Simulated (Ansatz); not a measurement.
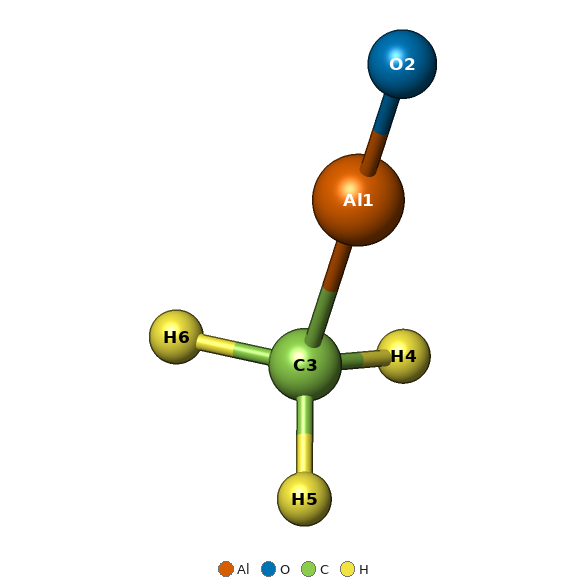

Sticks follow a distance rule. Harmonic vibrations computed with RKS PBE0-D4/def2-TZVP (Ansatz 0.2.0) at a stationary point of the same level.

Minimum or transition state?

A minimum: no imaginary frequency, and the lowest mode lies at 172 cm⁻¹.

List the wavenumbers.

12 modes: 172, 172, 595, 686, 686, 1133, 1216, 1436, 1436, 3056, 3148, 3148 cm⁻¹.
